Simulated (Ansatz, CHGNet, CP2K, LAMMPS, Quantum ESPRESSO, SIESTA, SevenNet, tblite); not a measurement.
# Running Zn2+ BF4- in dimethoxyethane and tetrahydrofuran at 400 K (85 atoms) with SIESTA

Aim: run Zn2+ BF4- in dimethoxyethane and tetrahydrofuran at 400 K (85 atoms) in SIESTA and see how near its forces come to a plane-wave reference, and at what cost.

Main program and level: SIESTA 5.4.2; the method is named at each step.

### Step 1. The structure

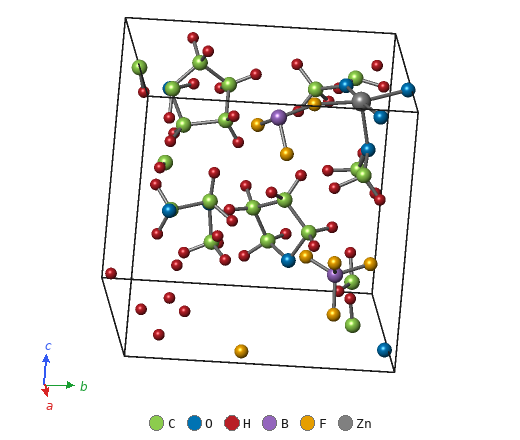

The cell as given, slightly off an axis (carbon green, oxygen blue, hydrogen red, boron purple, fluorine orange, zinc grey). Bonds to atoms that aren't drawn are left out. Some periodic images of atoms are drawn too.

The cell holds 85 atoms: 20 C, 8 O, 46 H, 2 B, 8 F and 1 Zn. Its edges and angles: a = 9.806 Å, b = 9.806 Å, c = 9.806 Å, α = 90.0°, β = 90.0°, γ = 90.0°. 3 dimethoxyethane, 2 tetrahydrofuran, 1 Zn2+, 2 BF4- placed at random, at 1.15 g/cm³; overlaps pushed apart, then 10 ps at 550 K with stiff harmonic cages for PF6 and BF4 with UFF radii; divalent ions of Li, Roberts, Chakravorty and Merz (J. Chem. Theory Comput. 9, 2733 (2013)); MMFF94 bonds, angles, torsions, charges and radii (Halgren, J. Comput. Chem. 17, 490 (1996)) in harmonic and 12-6 forms; charges of ions scaled by 0.8. Snapshot after 30 ps at 400 K and fixed volume.

The yardstick, on the same geometry:

```
method                                           : Kohn-Sham DFT, PBE, PAW, plane waves (Ansatz 0.2.0); cutoff 420 eV, Γ point, fermi-dirac smearing of 0.05 eV; PAW set soft_2
r.m.s. force component                           : 1.049 eV/Å
longest force                                    : 4.128 eV/Å
pressure                                         : 5.547 GPa
gap (highest filled to lowest empty level) : 3.958 eV
SCF cycles                                       : 10
time                                             : 6.2 s on 4 threads of Arm Neoverse V2, shared host
CPU time                                         : 23 s
```

### Step 2. PBE, DZP, shift 0.01 Ry, mesh 500 Ry

Method: Kohn-Sham DFT, PBE, PseudoDojo 0.4.1 norm-conserving pseudopotentials (converted to PSML), numerical atomic orbitals (DZP), diagonalisation.

The .psml files are PseudoDojo norm-conserving potentials that we converted to this format, checked against plane waves on the same files for H, C, O, Si, Ge and Ca alone.

The input, input.fdf:

```
SystemLabel cell
NumberOfAtoms 85
NumberOfSpecies 6
%block ChemicalSpeciesLabel
  1 6 C
  2 8 O
  3 1 H
  4 5 B
  5 9 F
  6 30 Zn
%endblock ChemicalSpeciesLabel
LatticeConstant 1.0 Ang
%block LatticeVectors
  9.80591 0.00000 0.00000
  0.00000 9.80591 0.00000
  0.00000 0.00000 9.80591
%endblock LatticeVectors
PAO.BasisSize DZP
PAO.EnergyShift 0.01 Ry
XC.Functional GGA
XC.Authors PBE
MeshCutoff 500 Ry
%block kgrid_Monkhorst_Pack
  1 0 0 0.0
  0 1 0 0.0
  0 0 1 0.0
%endblock kgrid_Monkhorst_Pack
SolutionMethod diagon
OccupationFunction FD
ElectronicTemperature 580 K
SCF.Mixer.Method Pulay
SCF.Mixer.Weight 0.15
SCF.Mixer.History 8
SCF.Mix Hamiltonian
MaxSCFIterations 300
SCF.DM.Tolerance 1e-04
SCF.H.Tolerance 1.0e-3 eV
WriteForces T
Write.HirshfeldPop T
Write.VoronoiPop T
Write.DM F
Write.H F
XML.Write F
AtomicCoordinatesFormat Fractional
%block AtomicCoordinatesAndAtomicSpecies
  0.49430 0.67028 0.91503 1
  0.58372 0.77174 0.96257 2
  0.50089 0.88437 0.02352 1
  0.57155 0.00591 0.98123 1
  0.71746 0.98636 0.99960 2
  0.78197 0.11199 0.96926 1
  0.54233 0.60830 0.84135 3
  0.42789 0.73004 0.85200 3
  0.43436 0.60009 0.98857 3
  0.39539 0.89933 0.99091 3
  0.50995 0.86561 0.12651 3
  0.54515 0.03307 0.88058 3
  0.55318 0.09449 0.05131 3
  0.83564 0.10418 0.87344 3
  0.70382 0.19674 0.97063 3
  0.85987 0.13501 0.04880 3
  0.05630 0.91621 0.05673 1
  0.96201 0.86849 0.96166 2
  0.01264 0.86643 0.82422 1
  0.90581 0.83142 0.71858 1
  0.77047 0.85350 0.77736 2
  0.67268 0.83325 0.67067 1
  0.01421 0.90513 0.15628 3
  0.07455 0.02425 0.03998 3
  0.15344 0.85902 0.04729 3
  0.04922 0.96868 0.80863 3
  0.10066 0.79777 0.80806 3
  0.92425 0.89683 0.63411 3
  0.91493 0.72689 0.66609 3
  0.69200 0.90287 0.58982 3
  0.67722 0.72228 0.66129 3
  0.57043 0.85800 0.70423 3
  0.00455 0.19451 0.45575 1
  0.90856 0.12672 0.53993 2
  0.77652 0.14688 0.50542 1
  0.73089 0.29282 0.53262 1
  0.59376 0.30550 0.48507 2
  0.59857 0.32633 0.33836 1
  0.11215 0.16437 0.46741 3
  0.99244 0.30386 0.47890 3
  0.96863 0.16639 0.35109 3
  0.74163 0.10843 0.39931 3
  0.71331 0.09008 0.57943 3
  0.73482 0.29877 0.64401 3
  0.79899 0.37343 0.48300 3
  0.50032 0.36132 0.30696 3
  0.69313 0.37253 0.30074 3
  0.59040 0.22951 0.28914 3
  0.25766 0.61918 0.41488 1
  0.15933 0.51635 0.34874 1
  0.13136 0.58414 0.21783 1
  0.25743 0.65288 0.18418 2
  0.30067 0.71384 0.30822 1
  0.21542 0.67540 0.50009 3
  0.33328 0.55961 0.46302 3
  0.06416 0.49271 0.40280 3
[... 25 atom lines left out ...]
  0.82157 0.63559 0.95440 5
  0.76755 0.43948 0.84640 5
  0.95569 0.53552 0.79706 5
  0.78137 0.81120 0.96366 6
%endblock AtomicCoordinatesAndAtomicSpecies
```

Command:

```console
> OMP_NUM_THREADS=1 mpirun -np 2 siesta < input.fdf > output.txt
```

The log of the run:

```text
Version         : 5.4.2
reinit: System Name:
reinit: System Label: cell
initatom: Reading input for the pseudopotentials and atomic orbitals ----------
Species number:   1 Atomic number:    6 Label: C
Species number:   2 Atomic number:    8 Label: O
Species number:   3 Atomic number:    1 Label: H
Species number:   4 Atomic number:    5 Label: B
Species number:   5 Atomic number:    9 Label: F
Species number:   6 Atomic number:   30 Label: Zn
Ground state valence configuration (from tables):   2s02  2p02  3d00  4f00
Ground state valence configuration (from tables):   2s02  2p04  3d00  4f00
Ground state valence configuration (from tables):   1s01  2p00  3d00  4f00
Ground state valence configuration (from tables):   2s02  2p01  3d00  4f00
Ground state valence configuration (from tables):   2s02  2p05  3d00  4f00
Ground state valence configuration (from tables):   4s02  4p00  3d10  4f00
---- Processing specs for species: C
GGA--PBE XC_GGA_X_PBE--XC_GGA_C_PBE pb
---- Processing specs for species: O
GGA--PBE XC_GGA_X_PBE--XC_GGA_C_PBE pb
---- Processing specs for species: H
GGA--PBE XC_GGA_X_PBE--XC_GGA_C_PBE pb
---- Processing specs for species: B
GGA--PBE XC_GGA_X_PBE--XC_GGA_C_PBE pb
---- Processing specs for species: F
GGA--PBE XC_GGA_X_PBE--XC_GGA_C_PBE pb
---- Processing specs for species: Zn
GGA--PBE XC_GGA_X_PBE--XC_GGA_C_PBE pb
Semicore shell(s) with  8 electrons included in the valence for Zn
Semicore shell(s): 3s 3p
Fallback to non-perturbative polarization scheme for Zn
Please see the manual if this is not desired in principle
C pseudopotential only contains V_ls up to l=1 -- lmxkb reset.
O pseudopotential only contains V_ls up to l=2 -- lmxkb reset.
H pseudopotential only contains V_ls up to l=1 -- lmxkb reset.
B pseudopotential only contains V_ls up to l=1 -- lmxkb reset.
F pseudopotential only contains V_ls up to l=2 -- lmxkb reset.
Zn pseudopotential only contains V_ls up to l=2 -- lmxkb reset.
Using PAO.SplitTailNorm
[... lines left out ...]
Total number of electrons:   256.000000
[... lines left out ...]
outcell: Cell volume (Ang**3)        :    942.8958
Gamma-point calculation with multiply-connected orbital pairs
Gamma-point calculation with multiply-connected orbital pairs
Folding of H and S implicitly performed
Folding of H and S implicitly performed
new_DM -- step:     1
Initializing Density Matrix...
Attempting to read DM from file... Failed...
DM filled with atomic data:
InitMesh: MESH = 144 x 144 x 144 = 2985984
InitMesh: Mesh cutoff (required, used) =   500.000   596.007 Ry
stepf: Fermi-Dirac step function
        iscf     Eharris(eV)        E_KS(eV)     FreeEng(eV)     dDmax    Ef(eV) dHmax(eV)
   scf:    1   -17516.896122   -18366.706853   -18366.900056  1.886835 -1.031886160.847966
   scf:    2   -18800.013383   -18804.335254   -18804.335254  1.235614 -3.889840 22.098485
   scf:    3   -18812.244126   -18808.491384   -18808.491384  0.092132 -4.408075 16.274631
   scf:    4   -18814.912416   -18813.000876   -18813.000876  0.276905 -4.315178  1.245719
[...]
scf:   11   -18813.311283   -18813.311280   -18813.311280  0.000207 -3.914782  0.003128
   scf:   12   -18813.311281   -18813.311281   -18813.311281  0.000051 -3.915450  0.000518
SCF Convergence by DM+H criterion
max |DM_out - DM_in|         :     0.0000511168
max |H_out - H_in|      (eV) :     0.0005177798
SCF cycle converged after 12 iterations
Using DM_out to compute the final energy and forces
siesta: E_KS(eV) =           -18813.3113
siesta: E_KS - E_eggbox =    -18813.3113
siesta: Atomic forces (eV/Ang):
     1   -1.353586   -0.732287    0.641358
     2   -2.626836    0.314889    0.937146
     3    0.925256   -1.334665   -1.643262
[...]
84    2.250489    0.189312    0.211192
    85   -1.499305    0.356131   -0.744167
----------------------------------------
   Tot   -0.001512    0.002785    0.004528
----------------------------------------
   Max    3.671219
   Res    1.174803    sqrt( Sum f_i^2 / 3N )
----------------------------------------
   Max    3.671219    constrained
Stress tensor Voigt[x,y,z,yz,xz,xy] (kbar):      -55.86      -79.96      -84.90        8.08       -0.82        2.00
(Free)E + p*V (eV/cell)   -18770.0122
Target enthalpy (eV/cell)   -18813.3113
siesta: Program's energy decomposition (eV):
siesta: Ebs     =     -4196.636124
siesta: Eions   =     27880.363128
siesta: Ena     =      4724.741515
siesta: Ekin    =     11614.970838
siesta: Enl     =     -2700.369121
siesta: DEna    =      -173.347480
siesta: DUscf   =        27.716392
siesta: Ex      =     -4126.734268
siesta: Ec      =      -299.926028
siesta: Exc     =     -4426.660297
siesta: Eharris =    -18813.311281
siesta: Etot    =    -18813.311281
siesta: FreeEng =    -18813.311281
siesta: Final energy (eV):
siesta:  Band Struct. =   -4196.636124
siesta:       Kinetic =   11614.970838
siesta:       Hartree =   15860.176976
siesta:         Exch. =   -4126.734268
siesta:         Corr. =    -299.926028
siesta:   Exch.-corr. =   -4426.660297
siesta:  Ion-electron =  -42517.885435
siesta:       Ion-ion =     656.086637
siesta:         Total =  -18813.311281
siesta:         Fermi =      -3.915450
siesta: Stress tensor (static) (eV/Ang**3):
siesta:    -0.034867    0.001247   -0.000515
siesta:     0.001247   -0.049904    0.005044
siesta:    -0.000515    0.005043   -0.052993
siesta: Cell volume =        942.895816 Ang**3
siesta: Pressure (static):
siesta:                Solid            Molecule  Units
siesta:           0.00050015          0.00051298  Ry/Bohr**3
siesta:           0.04592134          0.04709966  eV/Ang**3
siesta:          73.57409842         75.46196848  kBar
    Orbital volume contribution        =          23.563192 eV
    (Free)E + p_basis*V_orbitals       =      -18789.748088 eV
    (Free)Eharris+ p_basis*V_orbitals  =      -18789.748088 eV
Hirshfeld Atomic Populations:
Atom #   charge [q] valence [e]  Species
     1    -0.020816    4.020816  C
     2    -0.070658    6.070658  O
     3     0.021887    3.978113  C
     4     0.014421    3.985579  C
     5    -0.078409    6.078409  O
[...]
7     0.025576    0.974424  H
     8     0.014789    0.985211  H
     9     0.035125    0.964875  H
[...]
18    -0.061669    6.061669  O
[...]
75     0.108948    2.891052  B
    76    -0.130434    7.130434  F
    77    -0.171489    7.171489  F
    78    -0.197956    7.197956  F
[...]
80     0.118272    2.881728  B
[...]
85     0.788165   19.211835  Zn
--------------------
 Total     0.000000
Voronoi Atomic Populations:
Atom #   charge [q] valence [e]  Species
[...]
52    -0.134848    6.134848  O
[...]
64     0.070648    3.929352  C
    65    -0.135071    6.135071  O
    66     0.063313    3.936687  C
[...]
73    -0.007475    1.007475  H
    74    -0.010083    1.010083  H
    75     0.189575    2.810425  B
[...]
80     0.193164    2.806836  B
[...]
83    -0.221891    7.221891  F
    84    -0.191218    7.191218  F
    85     0.866399   19.133601  Zn
--------------------
 Total     0.000000
```

Wall time 89 s (2 MPI ranks of Arm Neoverse V2, shared host); peak memory 1.7 GiB; 3 min of CPU time.

Banners, paths, timers and routine set-up lines are dropped from the logs unmarked, and long logs keep their key lines alone; longer cuts are marked.

Numbers from this run, and their distance from the reference:

* r.m.s. force component: 1.175 eV/Å
* r.m.s. difference of force components: 340.6 meV/Å
* longest difference of force vectors: 961.7 meV/Å
* force difference over r.m.s. force: 32.45 %
* slope of forces against the reference's: 1.074
* correlation of force components: 0.9593
* gap (highest filled to lowest empty level): 4.251 eV
* gap difference: 0.293 eV
* pressure: 7.357 GPa
* pressure difference: 1.81 GPa

This run lies far from the reference in forces at the same functional. Basis and potentials both differ; the latter hold 256 valence electrons against the reference's 248.

Length of the force difference by element (eV/Å):

```
element  atoms  mean  most
      B      2  0.13  0.18
      C     20  0.48  0.78
      F      8  0.35  0.51
      H     46  0.70  0.96
      O      8  0.26  0.36
     Zn      1  0.19  0.19
```

Levels nearest the highest filled one (eV from it): -2.26, -2.16, -2.07, -2.05, -2.01, -1.97, -1.75, -1.72, -1.14, -0.68, -0.47, 0.00, 4.25, 4.70, 4.89, 5.42, 5.48, 5.62, 5.67, 5.87, 5.98, 6.14, 6.29, 6.38.

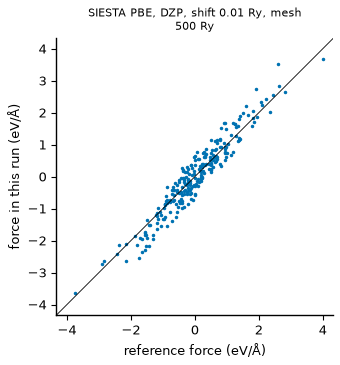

Force components against those of the reference; the line marks equality.

Local excerpt of 9 atoms (numbers count through the whole input) about Zn85, the only Zn atom; x, y, z are measured from there.

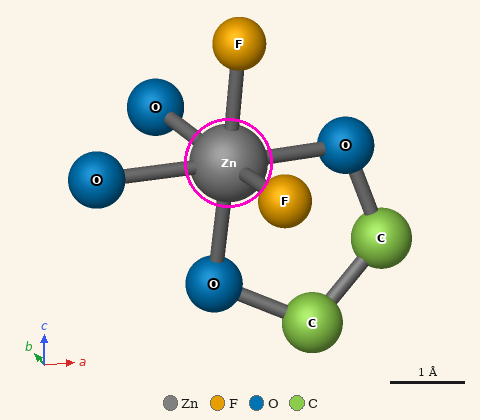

The atoms of the table, within 2.7 Å (arrows a, b, c point along x, y, z); some may hide others; the central atom is ringed.

```
atom      x      y      z  distance (Å)  bonds  Hirshfeld charge (e)     Fx     Fy  Fz (eV/Å)
Zn85   0.00   0.00   0.00          0.00      6                  0.79  -1.50   0.36      -0.74
 F82   0.39  -1.72  -0.09          1.77      2                 -0.17   0.86  -3.64       0.18
 F76   0.08  -0.31   1.77          1.80      2                 -0.13   0.33  -0.89       3.67
 O18   1.77   0.56  -0.02          1.86      3                 -0.06   1.70  -0.47      -1.20
  O5  -0.63   1.72   0.35          1.86      3                 -0.08  -1.86   2.64       0.61
 O21  -0.11   0.41  -1.83          1.88      3                 -0.08   1.27   1.29      -2.74
  O2  -1.94  -0.39  -0.01          1.98      3                 -0.07  -2.63   0.31       0.94
 C20   1.22   0.20  -2.40          2.70      4                  0.01  -0.45  -1.77       0.13
 C19   2.27   0.54  -1.37          2.70      4                  0.02   0.38  -0.21       0.07
```

Forces lie 32 % from the reference's, at 7.6 times its CPU time (on 2 against 4 cores).

### Step 3. RPBE, PBE potentials, DZP, shift 0.01 Ry, mesh 500 Ry

Method: Kohn-Sham DFT, RPBE, PseudoDojo 0.4.1 norm-conserving pseudopotentials (converted to PSML), numerical atomic orbitals (DZP), diagonalisation.

input.fdf, as its differences from that of step 2:

```diff
@@ -20,3 +20,3 @@
 XC.Functional GGA
-XC.Authors PBE
+XC.Authors RPBE
 MeshCutoff 500 Ry
```

The log of the run:

```text
Version         : 5.4.2
reinit: System Name:
reinit: System Label: cell
initatom: Reading input for the pseudopotentials and atomic orbitals ----------
Species number:   1 Atomic number:    6 Label: C
Species number:   2 Atomic number:    8 Label: O
Species number:   3 Atomic number:    1 Label: H
Species number:   4 Atomic number:    5 Label: B
[... lines left out ...]
SCF Convergence by DM+H criterion
[... lines left out ...]
SCF cycle converged after 12 iterations
[... lines left out ...]
   Max    3.871038
[... lines left out ...]
   Max    3.871038    constrained
Stress tensor Voigt[x,y,z,yz,xz,xy] (kbar):      -64.74      -88.86      -93.10        8.68       -0.97        1.63
[... lines left out ...]
siesta: FreeEng =    -18832.741536
[... lines left out ...]
siesta:         Fermi =      -3.199939
[... lines left out ...]
siesta:          82.23007702         86.46169786  kBar
[... lines left out ...]
    18    -0.062433    6.062433  O
[...]
75     0.110577    2.889423  B
    76    -0.131522    7.131522  F
    77    -0.173736    7.173736  F
    78    -0.200220    7.200220  F
[...]
80     0.119374    2.880626  B
[...]
85     0.792371   19.207629  Zn
--------------------
 Total     0.000002
Voronoi Atomic Populations:
Atom #   charge [q] valence [e]  Species
[...]
52    -0.137314    6.137314  O
[...]
64     0.074468    3.925532  C
    65    -0.137420    6.137420  O
    66     0.066802    3.933198  C
[...]
73    -0.008708    1.008708  H
    74    -0.011421    1.011421  H
    75     0.191991    2.808009  B
[...]
80     0.195402    2.804598  B
[...]
83    -0.224469    7.224469  F
    84    -0.193498    7.193498  F
    85     0.869080   19.130920  Zn
--------------------
 Total     0.000002
```

The job ended after 90 s (2 MPI ranks; peak memory 1.7 GiB).

Against the reference:

```
r.m.s. force component                           : 1.178 eV/Å
r.m.s. difference of force components            : 297.3 meV/Å
longest difference of force vectors              : 839.8 meV/Å
force difference over r.m.s. force               : 28.33 %
slope of forces against the reference's          : 1.09
correlation of force components                  : 0.971
gap (highest filled to lowest empty level) : 4.373 eV
gap difference                                   : 0.4148 eV
pressure                                         : 8.223 GPa
pressure difference                              : 2.676 GPa
```

Against the first run (32 %), the force difference from the reference is 28 %, at 1.0 times the CPU time; another functional landing nearer a PBE reference means that errors partly cancel.

### Step 4. All runs compared

Differences are against the plane-wave reference, forces as r.m.s. over components; share is that over the reference's r.m.s. force, slope the least-squares factor from reference forces to these. Total energies of different programs have different zeros and aren't compared.

```
                                                         run  Δ force, r.m.s. (meV/Å)  share (%)  slope  Δ pressure (GPa)  Δ gap (eV)  cores  CPU time  memory (GiB)
                                                   reference                        -          -      -                 -           -      4      23 s           1.0
                 SIESTA PBE, DZP, shift 0.01 Ry, mesh 500 Ry                      341       32.5  1.074              1.81       0.293      2     3 min           1.7
SIESTA RPBE, PBE potentials, DZP, shift 0.01 Ry, mesh 500 Ry                      297       28.3  1.090              2.68       0.415      2     3 min           1.7
```

CPU time is summed over cores on a shared host, where runs went side by side, so it is rough. Symmetry, cutoffs, thresholds, outputs and thread counts weren't matched or tuned between programs; memory under MPI is the largest rank's times the ranks.

Mean charges by element (e), by run and scheme:

```
                                                         run     scheme      C      O      H      B      F     Zn
                                                   reference     Löwdin  -0.16  -0.37  +0.19  +0.89  -0.39  +1.59
                 SIESTA PBE, DZP, shift 0.01 Ry, mesh 500 Ry  Hirshfeld  -0.01  -0.09  +0.02  +0.11  -0.16  +0.79
SIESTA RPBE, PBE potentials, DZP, shift 0.01 Ry, mesh 500 Ry  Hirshfeld   0.00  -0.09  +0.02  +0.12  -0.16  +0.79
```

The reference's Löwdin charges lack the electrons that the projection spills, 0.035 e an atom on average.

### Step 5. Outcome

| Item | Value |
| --- | --- |
| nearest in forces | SIESTA RPBE, PBE potentials, DZP, shift 0.01 Ry, mesh 500 Ry, 28 % |
| its CPU time | 3 min |

The PBE run in local orbitals differs by 32 % (SIESTA PBE, DZP, shift 0.01 Ry, mesh 500 Ry); basis, grid and potentials can all enter. Rows with another functional or a dispersion term differ by 28 % (SIESTA RPBE, PBE potentials, DZP, shift 0.01 Ry, mesh 500 Ry), which mixes the change of model with differences of basis and potentials, some of them made for another functional. None of the electronic-structure runs in the table takes under half the reference's CPU time of 23 s; they take 7.6 to 7.7 times as much. At the same functional, the gap of SIESTA PBE, DZP, shift 0.01 Ry, mesh 500 Ry lies 0.29 eV above the reference's 3.96 eV. In pressure, SIESTA PBE, DZP, shift 0.01 Ry, mesh 500 Ry misses by +1.8 GPa, at the same functional. Charges hang on scheme and program or settings: among these rows the mean for Zn runs from +0.79 to +1.59 e. With short bonds to hydrogen, sets of potentials differ among themselves by several per cent in forces even at converged cutoffs, so the reference isn't exact here either. The potentials hold different valence shells: 248 electrons in the reference, 256 in SIESTA; this bears on time and differences. The network of contacts between molecules at the start is that of the classical potential that made the cell, and needn't be the one that DFT or experiment would give. The reference's PBE has no dispersion term, which matters for the binding between molecules or layers. The density was typed from a rule of thumb and may lie off the real one at this temperature. The electronic-structure runs sample only Γ, in a cell whose shortest periodic width is 10 Å.

[Also dropped from logs without a mark: logging warnings of Python, and SIESTA's first energy breakdown and zero terms.]

[Logs are printed without paths, hosts, clocks, repeated set-up lines and the standing remarks that a program may print on its own settings, such as how far it seeks lower states.]

[Hosts, paths, dates, database ids (printed as entryN), source tags and the programs' standing remarks are cut or masked in the printed files.]

[The MMFF94 radii named for the starting cell were scaled by 0.96; in molecules described by MMFF94, hydrogen bound to N, O or S took a small fixed 12-6 site in their place.]
